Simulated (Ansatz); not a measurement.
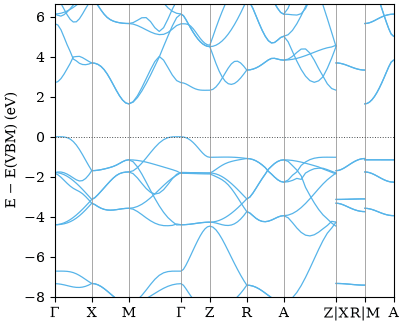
Figure. Band structure from plane-wave PAW r²SCAN+D4 (Ansatz code)

Q: Read off the gap and where the band edges lie.

A: About 1.6 eV (1.64 eV by a search for the band edges); maximum on the M–Γ line, 91 % of the way from M, minimum at M.

The material is PbO in space group P4/nmm (No. 129; Pb on 2c, O on 2a).

The r²SCAN+D4 relaxation kept the symmetry of its start; of distortions, only those at the zone centre were tested. Scalar-relativistic: spin–orbit coupling is off unless named, which matters more the heavier the elements.

Potentials: the later of the program's two PAW sets.
